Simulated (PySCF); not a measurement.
**What a change does: NMR shielding calculation on C5H9NSi**

System: C5H9NSi.
Method of run A: GIAO wB97X-D/cc-pVDZ NMR shielding, non-relativistic, gas phase (PySCF 2.14.0).

The geometry comes from this level: GFN2-xTB. Text and figures count atoms from 1; the logs count them from 0 in places.

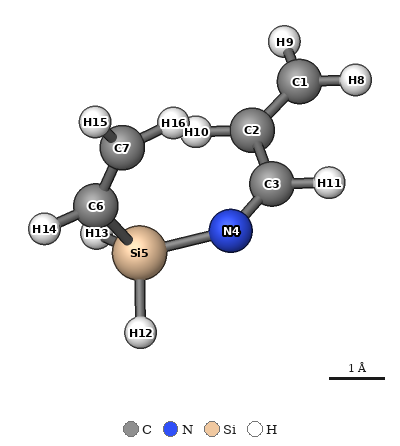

The structure (ball-and-stick view, seen at a tilt; atoms are numbered from 1 in the order of the input). Bond lengths as drawn: C–C 1.32 to 1.45 Å, C–H 1.08 to 1.09 Å, C–N 1.26 Å, C–Si 1.89 Å, H–Si 1.46 to 1.48 Å and N–Si 1.71 Å.

### Input file, run A
```
{"job": {"kind": "nmr", "xc": "wB97X-D", "basis": "cc-pVDZ", "pop": false}, "charge": 0, "multiplicity": 1}
C     -3.067477     0.531548    -0.249314
C     -1.881277     0.089365     0.154323
C     -1.063524    -0.807263    -0.645257
N      0.078099    -1.250490    -0.361186
Si     1.218968    -1.029669     0.898889
C      2.444315     0.252946     0.259848
C      2.196166     1.141703    -0.686579
H     -3.484233     0.233024    -1.198287
H     -3.663497     1.204796     0.343647
H     -1.457329     0.392248     1.101977
H     -1.505098    -1.120722    -1.595679
H      1.832319    -2.353043     1.009578
H      0.758075    -0.577447     2.225678
H      3.420509     0.255054     0.729379
H      2.924968     1.868764    -1.015188
H      1.241419     1.178130    -1.188001
```

The first line tells a small driver script what to run in PySCF; the rest is the geometry in Å.

Command:
```bash
OMP_NUM_THREADS=1 python <driver script> task.json out
```

Hardware: 1 CPU thread, shared host.

### Output (run A)
```
coarse grid: 13696 points
cycle   1  E = -539.9607111264  dE =  9.804e-01  |g| = 4.784e-01  |ddm| = 7.314e+00
cycle   2  E = -539.9505381287  dE =  1.017e-02  |g| = 5.724e-01  |ddm| = 1.594e+00
cycle   3  E = -540.0215294097  dE = -7.099e-02  |g| = 6.167e-02  |ddm| = 8.013e-01
cycle   4  E = -540.0225610491  dE = -1.032e-03  |g| = 2.776e-02  |ddm| = 1.419e-01
cycle   5  E = -540.0227875978  dE = -2.265e-04  |g| = 3.660e-03  |ddm| = 6.625e-02
cycle   6  E = -540.0227947711  dE = -7.173e-06  |g| = 1.510e-03  |ddm| = 1.342e-02
final grid: 127312 points
cycle   7  E = -540.0448261240  dE = -1.295e-04  |g| = 5.491e-03  |ddm| = 8.726e-02
cycle   8  E = -540.0448290706  dE = -2.947e-06  |g| = 5.339e-03  |ddm| = 1.961e-02
cycle   9  E = -540.0448350980  dE = -6.027e-06  |g| = 1.058e-03  |ddm| = 8.278e-03
cycle  10  E = -540.0448353447  dE = -2.467e-07  |g| = 4.004e-04  |ddm| = 2.604e-03
cycle  11  E = -540.0448353960  dE = -5.123e-08  |g| = 4.548e-05  |ddm| = 1.032e-03
cycle  12  E = -540.0448353972  dE = -1.199e-09  |g| = 2.301e-05  |ddm| = 1.732e-04
cycle  13  E = -540.0448353974  dE = -2.362e-10  |g| = 7.615e-06  |ddm| = 7.819e-05
converged SCF energy = -540.0448353974

GIAO shielding tensors (ppm)
atom      isotropic    diamagn.    paramagn.     s11        s22        s33       span
  0 C       69.175     254.369    -185.194    -42.245     67.817    181.954    224.199
  1 C       63.608     258.315    -194.707    -42.336     72.139    161.022    203.358
  2 C       28.563     255.757    -227.194    -59.177     16.042    128.825    188.002
  3 N      -79.702     323.578    -403.280   -424.970   -100.832    286.697    711.667
  4 Si     470.948     887.102    -416.155    435.283    461.213    516.347     81.063
  5 C       69.557     252.428    -182.872    -38.657     58.487    188.840    227.496
  6 C       66.514     255.997    -189.483    -52.889     66.913    185.517    238.405
  7 H       25.878      31.487      -5.609     22.325     26.114     29.194      6.869
  8 H       25.723      29.728      -4.005     22.670     25.853     28.647      5.978
  9 H       25.464      36.267     -10.803     21.277     24.269     30.845      9.569
 10 H       22.764      32.331      -9.567     21.265     22.769     24.257      2.992
 11 H       26.440      30.640      -4.200     23.474     24.792     31.055      7.581
 12 H       26.356      32.604      -6.248     23.173     25.082     30.813      7.640
 13 H       25.591      28.324      -2.732     23.738     25.707     27.329      3.591
 14 H       25.510      28.174      -2.664     22.660     25.239     28.632      5.971
 15 H       26.136      37.203     -11.067     23.677     24.787     29.944      6.267
```

For run B the input was changed thus:
```diff
-"xc": "wB97X-D"
-"basis": "cc-pVDZ"
+"xc": "BLYP"
+"basis": "def2-SVP"
```

Predict how the results change.

The total energies belong to different models, so their difference says nothing on which is more stable or more accurate. The HOMO goes from −8.59 to −5.16 eV. The LUMO goes from 0.29 to −2.31 eV. The dipole moment goes from 2.20 to 2.08 D. Of all shieldings, the largest change is that of Si5, by −13.9 ppm. The functional changes from wB97X-D to BLYP. The SCF takes 16 iterations against 13.

### Output (run B)
```
coarse grid: 13696 points
cycle   1  E = -539.5066491668  dE =  5.871e-01  |g| = 6.722e-01  |ddm| = 4.300e+00
cycle   2  E = -539.1573213329  dE =  3.493e-01  |g| = 1.320e+00  |ddm| = 2.697e+00
cycle   3  E = -539.5846183389  dE = -4.273e-01  |g| = 4.078e-01  |ddm| = 2.185e+00
cycle   4  E = -539.6287743773  dE = -4.416e-02  |g| = 6.110e-02  |ddm| = 4.779e-01
cycle   5  E = -539.6290664318  dE = -2.921e-04  |g| = 5.639e-02  |ddm| = 1.229e-01
cycle   6  E = -539.6299582953  dE = -8.919e-04  |g| = 1.305e-02  |ddm| = 6.365e-02
cycle   7  E = -539.6300096260  dE = -5.133e-05  |g| = 2.425e-03  |ddm| = 1.846e-02
cycle   8  E = -539.6300112353  dE = -1.609e-06  |g| = 7.659e-04  |ddm| = 3.687e-03
final grid: 127312 points
cycle   9  E = -539.7324848335  dE = -3.598e-05  |g| = 8.100e-03  |ddm| = 3.764e-02
cycle  10  E = -539.7324664416  dE =  1.839e-05  |g| = 1.147e-02  |ddm| = 2.335e-02
cycle  11  E = -539.7325027876  dE = -3.635e-05  |g| = 1.925e-03  |ddm| = 1.451e-02
cycle  12  E = -539.7325036128  dE = -8.252e-07  |g| = 5.580e-04  |ddm| = 2.213e-03
cycle  13  E = -539.7325037013  dE = -8.845e-08  |g| = 1.648e-04  |ddm| = 9.388e-04
cycle  14  E = -539.7325037068  dE = -5.547e-09  |g| = 9.357e-05  |ddm| = 2.571e-04
cycle  15  E = -539.7325037094  dE = -2.554e-09  |g| = 1.389e-05  |ddm| = 1.039e-04
cycle  16  E = -539.7325037094  dE = -3.774e-11  |g| = 6.112e-06  |ddm| = 2.060e-05
converged SCF energy = -539.7325037094

GIAO shielding tensors (ppm)
atom      isotropic    diamagn.    paramagn.     s11        s22        s33       span
  0 C       64.201     250.965    -186.763    -35.562     55.380    172.786    208.348
  1 C       59.465     256.239    -196.773    -38.879     63.925    153.350    192.229
  2 C       24.574     254.491    -229.917    -53.951     10.441    117.232    171.183
  3 N      -90.514     325.082    -415.596   -444.464   -101.311    274.233    718.696
  4 Si     457.086     884.790    -427.704    422.847    445.983    502.429     79.582
  5 C       62.492     251.895    -189.403    -37.328     47.151    177.653    214.981
  6 C       62.748     254.020    -191.271    -46.071     58.048    176.268    222.339
  7 H       26.180      32.023      -5.843     22.771     26.415     29.355      6.584
  8 H       25.980      30.222      -4.242     22.959     26.337     28.643      5.683
  9 H       25.715      36.351     -10.636     21.525     24.736     30.883      9.358
 10 H       22.830      32.964     -10.135     21.245     22.834     24.410      3.166
 11 H       26.313      30.311      -3.998     23.471     24.913     30.554      7.083
 12 H       26.001      32.130      -6.129     22.860     24.842     30.301      7.441
 13 H       25.666      27.910      -2.244     23.791     25.828     27.378      3.587
 14 H       25.663      28.598      -2.935     23.034     25.500     28.454      5.420
 15 H       26.436      37.224     -10.789     24.064     25.270     29.973      5.909
```

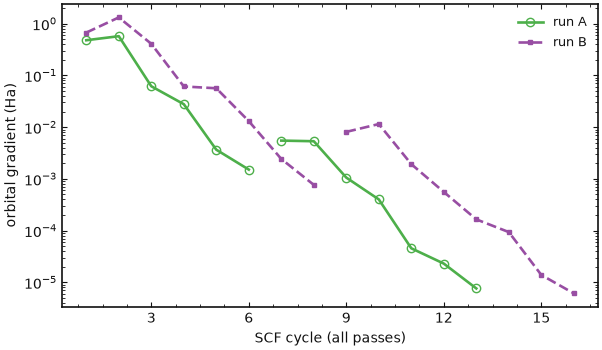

Convergence of the two runs: orbital gradient against the SCF cycle. A break in a curve parts two SCF passes (coarse and final grid). Run A takes 13 cycles in all, and run B takes 16.

### The two runs side by side

| quantity | run A | run B |
| --- | --- | --- |
| outcome | converged | converged |
| total energy (hartree) | −540.044835 | −539.732504 |
| HOMO (eV) | −8.59 | −5.16 |
| LUMO (eV) | 0.29 | −2.31 |
| dipole moment (D) | 2.20 | 2.08 |
| shielding of C1 (ppm) | 69.2 | 64.2 |
| shielding of C2 (ppm) | 63.6 | 59.5 |
| shielding of C3 (ppm) | 28.6 | 24.6 |
| shielding of N4 (ppm) | −79.7 | −90.5 |
| shielding of Si5 (ppm) | 470.9 | 457.1 |
| shielding of C6 (ppm) | 69.6 | 62.5 |
| shielding of C7 (ppm) | 66.5 | 62.7 |
| SCF iterations | 13 | 16 |
| basis functions | 147 | 147 |
| wall time (shared host) | 30 s | 35 s |
